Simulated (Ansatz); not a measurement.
**Fields on a plane of CdSe (wurtzite)**

```
CELL_PARAMETERS angstrom
      4.30194     0.00000     0.00000
     -2.15097     3.72559     0.00000
      0.00000     0.00000     7.02113
ATOMIC_POSITIONS crystal
  Cd 0.66667 0.33333 0.00046
  Cd 0.33333 0.66667 0.50046
  Se 0.66667 0.33333 0.62474
  Se 0.33333 0.66667 0.12474
```

The slice is a (-1 1 0 2) plane (indices of the conventional cell) through the point (0.333, 0.667, 0.125) (fractional), spanned by u = [110] and v = [1 -1 1] in vectors of this cell: u (4.30 Å) and v (10.24 Å, at 90° to u). It covers one period; positions are fractions (u, v).

Atoms on it: Cd at (0.50, 0.85), 0.2 Å off the plane; Se at (0.00, 0.00). Other atoms lie within 1 Å of the plane.

Method: PBEsol (plane waves to 420 eV, PAW, scalar-relativistic; Ansatz, a program for electronic structure). k mesh 9×9×5. Inside the PAW spheres the values are not all-electron values, and peaks at nuclei hang on which shells count as valence. CdSe was relaxed with its symmetry unable to fall.

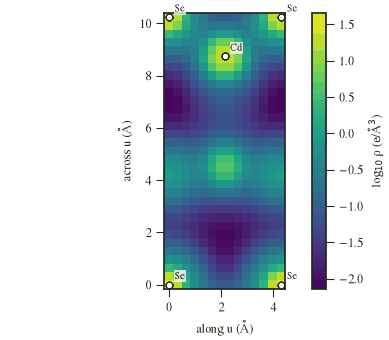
Figure: Log₁₀ of the valence density in e/Å³, one period of the plane, atoms marked. The scale is logarithmic, as a density can span decades between atoms and voids.

```
v \ u  0.00  0.15  0.31  0.46  0.62  0.77  0.92
-----  ----  ----  ----  ----  ----  ----  ----
0.94   0.72  0.81  0.20  0.30  0.20  0.64  0.78
0.84   0.40  0.21  0.33     x  0.54  0.16  0.33
0.75   0.01  0.07  0.16  0.18  0.17  0.13  0.02
0.66   0.01  0.02  0.11  0.23  0.18  0.05  0.01
0.56   0.20  0.11  0.10  0.15  0.14  0.09  0.17
0.47   0.75  0.67  0.17  0.44  0.33  0.31  0.75
0.38   0.76  0.73  0.18  0.29  0.20  0.48  0.76
0.28   0.35  0.24  0.08  0.08  0.07  0.14  0.32
0.19   0.11  0.07  0.02  0.01  0.01  0.04  0.10
0.09   0.78  0.71  0.34  0.02  0.10  0.59  0.76
0.00      x  0.74  0.61  0.13  0.25  0.78     x
```

Values: electron localisation function (ELF). Points within 0.5 Å of a nucleus are blanked (x), as the pseudised field means little there.
